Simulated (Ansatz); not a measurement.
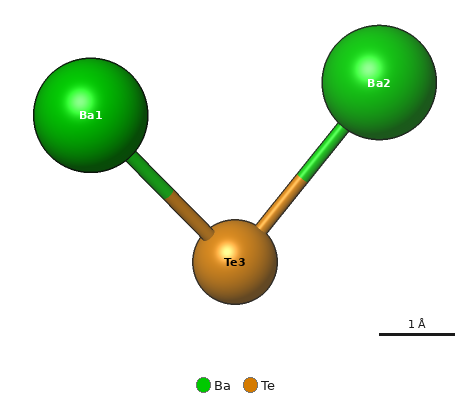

**Figure 1.** The input geometry of run A (ball-and-stick view, seen at a tilt; atoms are numbered from 1 in the order of the input). Sticks mark near contacts. Bond lengths as drawn: Ba–Te 3.13 Å.

# Ba2Te: one change and its effect

System: Ba2Te, multiplicity 5.
Method of run A: UKS r2SCAN-D4/def2-TZVP (Ansatz 0.2.0).

The geometry: r2SCAN-D4/def2-TZVP start. Text and figures count atoms from 1; the logs count them from 0 in places.

### Input file, run A
```yaml
crystal:
  periodic: [false, false, false]
  atoms:
    - {symbol: Ba, position_ang: [-1.807839, 1.206062, -0.100197]}
    - {symbol: Ba, position_ang: [2.141788, 0.345163, 0.161206]}
    - {symbol: Te, position_ang: [-0.333949, -1.551225, -0.061009]}
basis:
  gaussian: {orbitals: def2-TZVP}
magnetization: {spin_polarized: true, initial_magnetization: 4}
hamiltonian: {xc: r2scan, dispersion: d4}
scf: {lower_state_search: "off"}
output: {orbitals: {seedname: orbitals}}
relax: {f_tol: 0.02, max_steps: 100}
```

Command:
```bash
ansatz run in.yaml --threads 4 --pin off --events-out ev --progress --plain --max-ram 3916MiB
```

Hardware: 4 threads of Arm Neoverse V1, 23 GiB of memory available, shared host.

### Output, shortened to warnings, some set-up lines, iterations and results (run A)
```
[...]
mean field evaluation 1: about -8680.4886 eV, gradient 1.8e1 eV
mean field evaluation 2: about -8677.7768 eV, gradient 3.0e1 eV
mean field evaluation 4: about -8683.2388 eV, gradient 8.7e-1 eV
mean field evaluation 8: about -8683.2422 eV, gradient 1.8e-1 eV
mean field evaluation 16: about -8683.1143 eV, gradient 2.5e-4 eV
relax step   1: F+E_penalty+E_count = -8683.12670441 eV  Δ(F+E_penalty+E_count) = +0.000e0 eV  max|allowed force component| = 1.859e0 eV/Å  Δτ_max = 0.0000 Å  (23 SCF iters, …
mean field evaluation 32: about -8683.5201 eV, gradient 2.8e-2 eV
relax step   2: F+E_penalty+E_count = -8683.40245527 eV  Δ(F+E_penalty+E_count) = -2.758e-1 eV  max|allowed force component| = 6.268e-1 eV/Å  Δτ_max = 0.1257 Å  (33 SCF …
relax step   3: F+E_penalty+E_count = -8683.46226069 eV  Δ(F+E_penalty+E_count) = -5.981e-2 eV  max|allowed force component| = 5.021e-2 eV/Å  Δτ_max = 0.1382 Å  (30 SCF …
relax step   4: F+E_penalty+E_count = -8683.46289097 eV  Δ(F+E_penalty+E_count) = -6.303e-4 eV  max|allowed force component| = 1.199e-2 eV/Å  Δτ_max = 0.0096 Å  (32 SCF …
Total energy: -8683.46294176 eV, -319.1113772473 hartree
Atom 0 at    -1.770251     1.337620    -0.094361 Å, force    -0.003871    -0.005445    -0.000407 eV/Å
Atom 1 at     2.161786     0.480665     0.165880 Å, force     0.001307    -0.006548    -0.000064 eV/Å
Atom 2 at    -0.391535    -1.818284    -0.071519 Å, force     0.002564     0.011993     0.000470 eV/Å
Dipole moment:     0.124940     0.580199     0.022821 e Å
Checks for a lower state left out: stability, starts, cluster_reference, orbital_swaps, neighbouring_geometries, increment
```

The input of run B differs as follows (lines with − go, lines with + come):
```diff
-magnetization: {spin_polarized: true, initial_magnetization: 4}
+magnetization: {spin_polarized: true, initial_magnetization: 2}
```

What does this change do to the results?

With the same method and basis, run B lies 51.8 kcal/mol lower. The HOMO goes from −2.53 to −2.79 eV. The LUMO goes from −4.45 to −2.00 eV. The dipole moment goes from 2.85 to 3.76 D. On the same kind of shared host run B took about 1.7 times as long.

### Output, shortened to warnings, some set-up lines, iterations and results (run B)
```
[...]
mean field evaluation 1: about -8680.6227 eV, gradient 2.4e1 eV
mean field evaluation 2: about -8581.3780 eV, gradient 7.6e1 eV
mean field evaluation 4: about -8684.9570 eV, gradient 1.0e1 eV
mean field evaluation 8: about -8685.5680 eV, gradient 3.2e-1 eV
mean field evaluation 16: about -8685.5099 eV, gradient 9.0e-1 eV
relax step   1: F+E_penalty+E_count = -8685.56696271 eV  Δ(F+E_penalty+E_count) = +0.000e0 eV  max|allowed force component| = 2.202e-1 eV/Å  Δτ_max = 0.0000 Å  (56 SCF iters, …
mean field evaluation 32: about -8685.6243 eV, gradient 3.5e-2 eV
relax step   2: F+E_penalty+E_count = -8685.63758652 eV  Δ(F+E_penalty+E_count) = -7.062e-2 eV  max|allowed force component| = 2.150e-1 eV/Å  Δτ_max = 0.1701 Å  (53 SCF …
relax step   3: F+E_penalty+E_count = -8685.68522194 eV  Δ(F+E_penalty+E_count) = -4.764e-2 eV  max|allowed force component| = 2.369e-1 eV/Å  Δτ_max = 0.1951 Å  (40 SCF …
mean field evaluation 64: about -8685.6754 eV, gradient 1.9e-5 eV
relax step   4: F+E_penalty+E_count = -8685.70968333 eV  Δ(F+E_penalty+E_count) = -2.446e-2 eV  max|allowed force component| = 3.121e-2 eV/Å  Δτ_max = 0.2000 Å  (36 SCF …
relax step   5: F+E_penalty+E_count = -8685.71084741 eV  Δ(F+E_penalty+E_count) = -1.164e-3 eV  max|allowed force component| = 1.169e-2 eV/Å  Δτ_max = 0.0536 Å  (27 SCF …
relax step   6: F+E_penalty+E_count = -8685.71105052 eV  Δ(F+E_penalty+E_count) = -2.031e-4 eV  max|allowed force component| = 8.977e-4 eV/Å  Δτ_max = 0.0306 Å  (30 SCF …
Total energy: -8685.71109811 eV, -319.1939954691 hartree
Atom 0 at    -2.443339     1.104866    -0.148000 Å, force    -0.000424    -0.000377    -0.000039 eV/Å
Atom 1 at     2.678792    -0.011485     0.191007 Å, force     0.000228    -0.000521     0.000004 eV/Å
Atom 2 at    -0.235453    -1.093381    -0.043007 Å, force     0.000196     0.000898     0.000036 eV/Å
Dipole moment:     0.164749     0.765050     0.030093 e Å
Checks for a lower state left out: stability, starts, cluster_reference, orbital_swaps, neighbouring_geometries, increment
```

### The two runs side by side

| quantity | run A | run B |
| --- | --- | --- |
| outcome | converged | converged |
| total energy (hartree) | −319.111377 | −319.193995 |
| HOMO (eV) | −2.53 | −2.79 |
| LUMO (eV) | −4.45 | −2.00 |
| dipole moment (D) | 2.85 | 3.76 |
| ⟨S²⟩ | 6.006 | 2.001 |
| largest force (eV/Å) | 0.012 | 0.001 |
| basis functions | 130 | 130 |
| wall time (shared host) | 18 s | 31 s |
